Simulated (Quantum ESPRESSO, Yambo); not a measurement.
# Si3N4 (Fd-3m): G0W0 in Yambo against the screening cutoff

Aim: move the screening cutoff of a G0W0 run on Si3N4 (Fd-3m) over a wide range.

Calculated with Yambo 5.3.0; PBE and many-body steps on it, plane waves.

## (1) Starting point

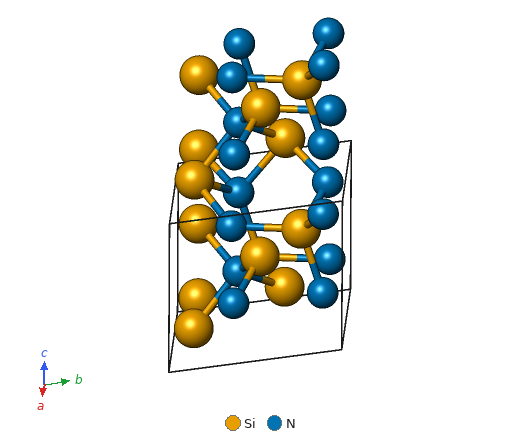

The starting structure, seen slightly off an axis (silicon orange, nitrogen blue). 1×1×2 cells are drawn. Bonds to atoms that aren't drawn are left out.

Structure file:

```xyz
14
Lattice="0.0000 3.8937 3.8937 3.8937 0.0000 3.8937 3.8937 3.8937 0.0000" Properties=species:S:1:pos:R:3 pbc="T T T"
Si    2.9203    2.9203    0.9734
Si    2.9203    0.9734    2.9203
Si    0.9734    2.9203    2.9203
Si    0.9734    0.9734    0.9734
Si    5.8406    5.8406    5.8406
Si    3.8937    3.8937    3.8937
N     2.8624    2.8624    2.8624
N     6.8719    4.8092    4.8092
N     4.8092    4.8092    6.8719
N     4.8092    6.8719    4.8092
N     4.9251    4.9251    2.8624
N     4.9251    2.8624    4.9251
N     6.8719    6.8719    6.8719
N     2.8624    4.9251    4.9251
```

The cell and positions are those that the Materials Project relaxed with its own functionals (PBE, PBE+U or r2SCAN), kept fixed. This is not the form that Si3N4 usually takes at ambient conditions.

## (2) 2 Ha

This step: Yambo 5.3.0; G0W0 on PBE, plane waves, norm-conserving pseudopotentials.

Now the one-shot GW correction: screening in the RPA, then the self-energy of the levels asked for.

File gw7.in:

```
HF_and_locXC
gw0
dyson
ppa
em1d
rim_cut
RandQpts= 1000000
RandGvec= 1 RL
EXXRLvcs= 72 Ry
VXCRLvcs= 288 Ry
Chimod= "HARTREE"
% BndsRnXp
 1 | 156 |
%
NGsBlkXp= 4 Ry
% LongDrXp
 1 | 1 | 1 |
%
% GbndRnge
 1 | 156 |
%
DysSolver= "n"
ExtendOut
PPAPntXp= 27.21138 eV
% QPkrange
 6 | 6 | 31 | 34 |
 1 | 1 | 31 | 34 |
%
```

On the command line:

```bash
$ OMP_NUM_THREADS=2 mpirun -n 4 yambo -F gw7.in -J gw7 -C gw7 > gw7.log
```

What it wrote:

```text
 Yambo, version 5.3.0

 [02] CORE Variables Setup
 =========================

  [... cell, symmetries and grids as in the set-up ...]

  [02.05] Energies & Occupations
  ==============================

  [X] === General ===
  [X] Electronic Temperature                        :  0.000000  0.000000 [eV K]
  [X] Bosonic    Temperature                        :  0.000000  0.000000 [eV K]
  [X] Finite Temperature mode                       : no
  [X] El. density                                   :  0.54207E+24 [cm-3]
  [X] Fermi Level                                   :  10.95512 [eV]

  [X] === Gaps and Widths ===
  [X] Conduction Band Min                           :  3.398216 [eV]
  [X] Valence Band Max                              :  0.000000 [eV]
  [X] Filled Bands                                  :   32
  [X] Empty Bands                                   :    33   524
  [X] Direct Gap                                    :  3.406484 [eV]
  [X] Direct Gap localized at k                     :  1
  [X] Indirect Gap                                  :  3.398216 [eV]
  [X] Indirect Gap between kpts                     :   6   1
  [X] Last valence band width                       :  0.702966 [eV]
  [X] 1st conduction band width                     :  3.290624 [eV]

 [03] Transferred momenta grid and indexing
 ==========================================

 IBZ Q-points                                      :   8
 BZ  Q-points                                      :   64

 K/Q-points units:
 rlu = crystal or reduced units; cc = cartesian coordinates; iku = interal k-units

 Q [1]          [rlu]:  0.000000  0.000000  0.000000
 Q [2]          [rlu]:  0.22808E-16 -0.49479E-17  0.25000
 Q [3]          [rlu]: -0.45615E-16  0.98957E-17 -0.50000
 Q [4]          [rlu]:  0.10477E-17  0.25000      0.25000
 Q [5]          [rlu]:  0.23174E-16  0.25000      0.50000
 Q [6]          [rlu]:  0.10266E-15  0.25000     -0.25000
 Q [7]          [rlu]: -0.20954E-17 -0.50000     -0.50000
 Q [8]          [rlu]:  0.250000 -0.500000 -0.250000

 [04] Coloumb potential Random Integration (RIM)
 ===============================================

  [04.01] RIM initialization
  ==========================

  * Diagonal components only detected *

  8 x (sBL volume)        :  0.038916 [a.u.]
  sBZ random points       :  1000000
  Points outside the sBZ  :   7996195
  RL volume               :  0.311329 [a.u.]
  Integrated volume       :  0.311477 [a.u.]

  [04.02] RIM integrals
  =====================

  Gamma point sphere radius             :  0.061470 [a.u.]
  Points outside the sphere             :   799659
  [Int_sBZ(q=0) 1/q^2]*(Vol_sBZ)^(-1/3) =:  7.764404
                                 should be <:  7.795600

  Summary of Coulomb integrals for non-metallic bands |Q|[au] RIM/Bare

  Q [1] 0.100000E-4 0.995998 * Q [2] 0.184879 1.064860
  Q [4] 0.213480 1.063764 * Q [6] 0.301906 1.026684
  Q [5] 0.354016 1.019317 * Q [3] 0.369758 1.017217
  Q [7] 0.426959 1.013693 * Q [8] 0.477355 1.010740

 [WARNING] [Xp] User bands 1-156 break level degeneracy

 [05] Dipoles
 ============

  [05.01] Setup: observables and procedures
  =========================================

  [WARNING] [x,Vnl] slows the Dipoles computation. To neglect it rename the ns.kb_pp file

 [06] Dynamic Dielectric Matrix (PPA)
 ====================================

 [WR./gw7//ndb.pp]---------------------------------------------------------------
  Brillouin Zone Q/K grids (IBZ/BZ)                :    8   64    8   64
  RL vectors                                       :   9577 [WF]
  Coulomb cutoff potential                         : none
  Electronic Temperature                           :  0.000000 [K]
  Bosonic    Temperature                           :  0.000000 [K]
  PPA    diel. fun.  energies                      : Perdew, Burke & Ernzerhof(X)+Perdew, Burke & Ernzerhof(C)
  wavefunctions                                    : Perdew, Burke & Ernzerhof(X)+Perdew, Burke & Ernzerhof(C)
  Global Gauge                                     : length
  X matrix size                                    :  137
  X band range                                     :    1  156
  X e/h energy range                               : -1.000000 -1.000000 [eV]
  X Time ordering                                  : R
  X Hxc Kernel                                     : HARTREE
  X Drude frequency                                :  0.000000  0.000000
  X poles                                          :  100.0000 [o/o]
  RL vectors in the sum                            :   9577
  [r,Vnl] included                                 : yes
  Field direction                                  :  0.577350E-5  0.577350E-5  0.577350E-5
  BZ energy Double Grid                            : no
  BZ energy DbGd points                            : 0
  BZ Q point size factor                           : -1.000000
  X Optical Averaged directions                    : none

 [07] Local Exchange-Correlation + Non-Local Fock
 ================================================

 [VXC] Plane waves :   65763
 [EXS] Plane waves :   8291

 QP @ state[ 1 ] K range:  1  1
 QP @ state[ 1 ] b range:   31   34
 QP @ state[ 2 ] K range:   6   6
 QP @ state[ 2 ] b range:   31   34

 [xc] Functional : Perdew, Burke & Ernzerhof(X)+Perdew, Burke & Ernzerhof(C)
 [xc] LIBXC used to calculate xc functional
  PP Number of Atomic Species                      :  2
  NLCC RL compoments                               :   65763
  PP Number of Atomic Species                      :  2
  NLCC RL compoments                               :   65763

 [xc] E_xc :  -28.73699 [Ha]
      E_xc :  -57.47398 [Ry]

  Local XC kind (lXC) : Perdew, Burke & Ernzerhof(X)+Perdew, Burke & Ernzerhof(C)
  Non-Local XC kind (nlXC) : Hartree-Fock

  Corrections @ K [1] :  [eV]
 <31|nlXC|31> = -21.42824 -0.57018E-18 <31|lXC|31> = -17.68828 -0.18882E-15
 <32|nlXC|32> = -21.42820  0.18275E-17 <32|lXC|32> = -17.68828  0.75527E-15
 <33|nlXC|33> = -6.721592 -0.26374E-18 <33|lXC|33> = -11.36948  0.14244E-16
 <34|nlXC|34> = -6.721591 -0.60353E-18 <34|lXC|34> = -11.36948  0.000000

  Corrections @ K [6] :  [eV]
 <31|nlXC|31> = -20.81630  0.84220E-17 <31|lXC|31> = -16.87490  0.47204E-16
 <32|nlXC|32> = -21.47475 -0.83005E-18 <32|lXC|32> = -17.76122 -0.37763E-15
 <33|nlXC|33> = -6.589472 -0.13543E-17 <33|lXC|33> = -11.63886 -0.18882E-15
 <34|nlXC|34> = -7.017724  0.25936E-18 <34|lXC|34> = -12.25120  0.000000

 [08] Dyson equation: Newton solver
 ==================================

  [08.01] G0W0 (W PPA)
  ====================

  [  GW  ] Bands range     :    1  156
  [GW/PPA] G damping       :  0.100000 [eV]

  QP @ state[ 1 ] K range:  1  1
  QP @ state[ 1 ] b range:   31   34
  QP @ state[ 2 ] K range:   6   6
  QP @ state[ 2 ] b range:   31   34

   Sc/G bands                                       :    1  156
   Sc/G damping                                     :  0.100000 ev
   Sc bands terminator                              : no
   Sx RL components                                 :   8291

   QP @ state[ 1 ] K range                          :  1  1
   QP @ state[ 1 ] b range                          :   31   34
   QP @ state[ 2 ] K range                          :   6   6
   QP @ state[ 2 ] b range                          :   31   34
   GF energies kind                                 : Perdew, Burke & Ernzerhof(X)+Perdew, Burke & Ernzerhof(C)
   GF WF`s kind                                     : Perdew, Burke & Ernzerhof(X)+Perdew, Burke & Ernzerhof(C)
   Xs energies kind                                 : Perdew, Burke & Ernzerhof(X)+Perdew, Burke & Ernzerhof(C)
   Xs WF`s kind                                     : Perdew, Burke & Ernzerhof(X)+Perdew, Burke & Ernzerhof(C)

 [11] Game Over & Game summary
```

Run time: 2.2 min. Hardware: 4 MPI ranks of Arm Neoverse V2, shared host; peak memory 3.4 GiB; 17 min of CPU time.

This step gave:

```
G0W0 gap on the points computed              : 4.230 eV
starting gap on the mesh                     : 3.398 eV
k of the valence top                         : 0, 0.25, -0.25
k of the conduction bottom                   : 0, 0, 0
least direct G0W0 gap on the computed points : 4.269 eV
Z at the valence top                         : 0.8168
Z at the conduction bottom                   : 0.8447
```

The gap on the mesh goes from 3.40 eV to 4.23 eV, a correction of +0.83 eV.

## (3) 3 Ha

gw8.in, as its differences from gw7.in of step 2:

```diff
@@ -14,3 +14,3 @@
 %
-NGsBlkXp= 4 Ry
+NGsBlkXp= 6 Ry
 % LongDrXp
```

On the command line:

```bash
$ OMP_NUM_THREADS=2 mpirun -n 4 yambo -F gw8.in -J gw8 -C gw8 > gw8.log
```

What it wrote:

```text
 Yambo, version 5.3.0

 [02] CORE Variables Setup
 =========================

  [... cell, symmetries and grids as in the set-up ...]

  [02.05] Energies & Occupations
  ==============================

  [X] === General ===
  [X] Electronic Temperature                        :  0.000000  0.000000 [eV K]
  [X] Bosonic    Temperature                        :  0.000000  0.000000 [eV K]
  [X] Finite Temperature mode                       : no
  [X] El. density                                   :  0.54207E+24 [cm-3]
  [X] Fermi Level                                   :  10.95512 [eV]

  [X] === Gaps and Widths ===
  [X] Conduction Band Min                           :  3.398216 [eV]
  [X] Valence Band Max                              :  0.000000 [eV]
  [X] Filled Bands                                  :   32
  [X] Empty Bands                                   :    33   524
  [X] Direct Gap                                    :  3.406484 [eV]
  [X] Direct Gap localized at k                     :  1
  [X] Indirect Gap                                  :  3.398216 [eV]
  [X] Indirect Gap between kpts                     :   6   1
  [X] Last valence band width                       :  0.702966 [eV]
  [X] 1st conduction band width                     :  3.290624 [eV]

 [03] Transferred momenta grid and indexing
 ==========================================

 IBZ Q-points                                      :   8
 BZ  Q-points                                      :   64

 K/Q-points units:
 rlu = crystal or reduced units; cc = cartesian coordinates; iku = interal k-units

 Q [1]          [rlu]:  0.000000  0.000000  0.000000
 Q [2]          [rlu]:  0.22808E-16 -0.49479E-17  0.25000
 Q [3]          [rlu]: -0.45615E-16  0.98957E-17 -0.50000
[...]
NLCC RL compoments                               :   65763
  PP Number of Atomic Species                      :  2
  NLCC RL compoments                               :   65763

 [xc] E_xc :  -28.73699 [Ha]
      E_xc :  -57.47398 [Ry]

  Local XC kind (lXC) : Perdew, Burke & Ernzerhof(X)+Perdew, Burke & Ernzerhof(C)
  Non-Local XC kind (nlXC) : Hartree-Fock

  Corrections @ K [1] :  [eV]
 <31|nlXC|31> = -21.42824 -0.57018E-18 <31|lXC|31> = -17.68828 -0.18882E-15
 <32|nlXC|32> = -21.42820  0.18275E-17 <32|lXC|32> = -17.68828  0.75527E-15
 <33|nlXC|33> = -6.721592 -0.26374E-18 <33|lXC|33> = -11.36948  0.14244E-16
[...]
Corrections @ K [6] :  [eV]
[...]
<33|nlXC|33> = -6.589472 -0.13543E-17 <33|lXC|33> = -11.63886 -0.18882E-15
 <34|nlXC|34> = -7.017724  0.25936E-18 <34|lXC|34> = -12.25120  0.000000

 [08] Dyson equation: Newton solver
 ==================================

  [08.01] G0W0 (W PPA)
  ====================

  [  GW  ] Bands range     :    1  156
  [GW/PPA] G damping       :  0.100000 [eV]

  QP @ state[ 1 ] K range:  1  1
  QP @ state[ 1 ] b range:   31   34
  QP @ state[ 2 ] K range:   6   6
  QP @ state[ 2 ] b range:   31   34

   Sc/G bands                                       :    1  156
   Sc/G damping                                     :  0.100000 ev
   Sc bands terminator                              : no
   Sx RL components                                 :   8291

   QP @ state[ 1 ] K range                          :  1  1
   QP @ state[ 1 ] b range                          :   31   34
   QP @ state[ 2 ] K range                          :   6   6
   QP @ state[ 2 ] b range                          :   31   34
   GF energies kind                                 : Perdew, Burke & Ernzerhof(X)+Perdew, Burke & Ernzerhof(C)
   GF WF`s kind                                     : Perdew, Burke & Ernzerhof(X)+Perdew, Burke & Ernzerhof(C)
   Xs energies kind                                 : Perdew, Burke & Ernzerhof(X)+Perdew, Burke & Ernzerhof(C)
   Xs WF`s kind                                     : Perdew, Burke & Ernzerhof(X)+Perdew, Burke & Ernzerhof(C)

 [11] Game Over & Game summary
```

Wall time 2.7 min (4 MPI ranks); peak memory 3.4 GiB.

This step gave:

```
G0W0 gap on the points computed              : 4.292 eV
starting gap on the mesh                     : 3.398 eV
k of the valence top                         : 0, 0.25, -0.25
k of the conduction bottom                   : 0, 0, 0
least direct G0W0 gap on the computed points : 4.336 eV
Z at the valence top                         : 0.8135
Z at the conduction bottom                   : 0.8434
```

Against the run before, the gap moves by +0.062 eV.

## (4) 6 Ha

gw9.in, as its differences from gw8.in of step 3:

```diff
@@ -14,3 +14,3 @@
 %
-NGsBlkXp= 6 Ry
+NGsBlkXp= 12 Ry
 % LongDrXp
```

On the command line:

```bash
$ OMP_NUM_THREADS=2 mpirun -n 4 yambo -F gw9.in -J gw9 -C gw9 > gw9.log
```

What it wrote:

```text
 Yambo, version 5.3.0

 [02] CORE Variables Setup
 =========================

  [... cell, symmetries and grids as in the set-up ...]

  [02.05] Energies & Occupations
  ==============================

  [X] === General ===
  [X] Electronic Temperature                        :  0.000000  0.000000 [eV K]
  [X] Bosonic    Temperature                        :  0.000000  0.000000 [eV K]
  [X] Finite Temperature mode                       : no
  [X] El. density                                   :  0.54207E+24 [cm-3]
[...]
QP @ state[ 1 ] b range                          :   31   34
   QP @ state[ 2 ] K range                          :   6   6
   QP @ state[ 2 ] b range                          :   31   34
   GF energies kind                                 : Perdew, Burke & Ernzerhof(X)+Perdew, Burke & Ernzerhof(C)
   GF WF`s kind                                     : Perdew, Burke & Ernzerhof(X)+Perdew, Burke & Ernzerhof(C)
   Xs energies kind                                 : Perdew, Burke & Ernzerhof(X)+Perdew, Burke & Ernzerhof(C)
   Xs WF`s kind                                     : Perdew, Burke & Ernzerhof(X)+Perdew, Burke & Ernzerhof(C)

 [11] Game Over & Game summary
```

The job ended after 6.8 min (4 MPI ranks; peak memory 3.4 GiB).

Numbers from this step:

```
G0W0 gap on the points computed              : 4.360 eV
starting gap on the mesh                     : 3.398 eV
k of the valence top                         : 0, 0.25, -0.25
k of the conduction bottom                   : 0, 0, 0
least direct G0W0 gap on the computed points : 4.410 eV
```

Against the run before, the gap moves by +0.068 eV.

## (5) 7.5 Ha

gw10.in, as its differences from gw9.in of step 4:

```diff
@@ -14,3 +14,3 @@
 %
-NGsBlkXp= 12 Ry
+NGsBlkXp= 15 Ry
 % LongDrXp
```

On the command line:

```bash
$ OMP_NUM_THREADS=2 mpirun -n 4 yambo -F gw10.in -J gw10 -C gw10 > gw10.log
```

What it wrote:

```text
 Yambo, version 5.3.0

 [02] CORE Variables Setup
 =========================

  [... cell, symmetries and grids as in the set-up ...]

  [02.05] Energies & Occupations
  ==============================

  [X] === General ===
  [X] Electronic Temperature                        :  0.000000  0.000000 [eV K]
  [X] Bosonic    Temperature                        :  0.000000  0.000000 [eV K]
  [X] Finite Temperature mode                       : no
  [X] El. density                                   :  0.54207E+24 [cm-3]
[...]
QP @ state[ 1 ] b range                          :   31   34
   QP @ state[ 2 ] K range                          :   6   6
   QP @ state[ 2 ] b range                          :   31   34
   GF energies kind                                 : Perdew, Burke & Ernzerhof(X)+Perdew, Burke & Ernzerhof(C)
   GF WF`s kind                                     : Perdew, Burke & Ernzerhof(X)+Perdew, Burke & Ernzerhof(C)
   Xs energies kind                                 : Perdew, Burke & Ernzerhof(X)+Perdew, Burke & Ernzerhof(C)
   Xs WF`s kind                                     : Perdew, Burke & Ernzerhof(X)+Perdew, Burke & Ernzerhof(C)

 [11] Game Over & Game summary
```

Run time: 12 min. Hardware: 4 MPI ranks; peak memory 3.5 GiB; 1.5 h of CPU time.

Numbers from this step:

- G0W0 gap on the points computed: 4.365 eV
- starting gap on the mesh: 3.398 eV
- k of the valence top: 0, 0.25, -0.25
- k of the conduction bottom: 0, 0, 0
- least direct G0W0 gap on the computed points: 4.416 eV

Against the run before, the gap moves by +0.005 eV.

## (6) Side by side

Times are wall times on 4 MPI ranks of Arm Neoverse V2, shared host, good to a factor of about two.

```tsv
run	mesh	bands	screening cutoff (eV)	DFT gap (eV)	gap on the mesh (eV)	direct (eV)	time
2 Ha	4×4×4	156	54.4	3.398	4.230	4.269	2.2 min
3 Ha	4×4×4	156	81.6	3.398	4.292	4.336	2.7 min
6 Ha	4×4×4	156	163.3	3.398	4.360	4.410	6.8 min
7.5 Ha	4×4×4	156	204.1	3.398	4.365	4.416	12 min
```

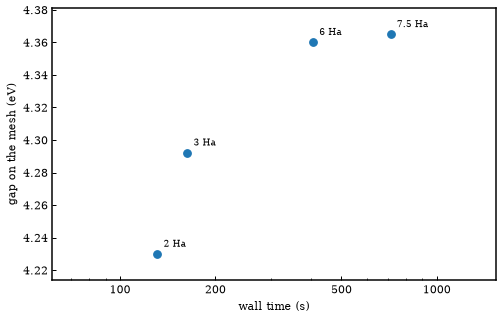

Result against wall time.

## (7) Results

- 2 Ha: 4.230 eV
- 3 Ha: 4.292 eV
- 6 Ha: 4.360 eV
- 7.5 Ha: 4.365 eV
- known limits: not at the basis limit

The setting moved: screening cutoff. From 2 Ha to 7.5 Ha the gap moves by +0.14 eV, for 5.5 times the time. It holds to 0.03 eV from 6 Ha on. Bands and screening cutoff are coupled, so a series along one setting does not show full convergence. Bands and cutoff are finite, so the gap is not at the basis limit. The miss can reach some tenths of an eV and take either sign; the mesh is an error of its own. In the G0W0 runs levels were corrected at 2 k points alone, so a gap called «on the mesh» is the least over those, and an edge elsewhere would be missed.

[Paths, hosts, dates, memory and timing lines, banners, echoed tables and standing remarks are left out of the program output.]

[Logs are printed without paths, hosts, clocks, repeated set-up lines and the standing remarks that a program may print on its own settings, such as how far it seeks lower states.]

[Runs of the session that timed out or met a known fault of the program may be left out.]

[Hosts, paths, dates, database ids (printed as entryN), source tags and the programs' standing remarks are cut or masked in the printed files.]
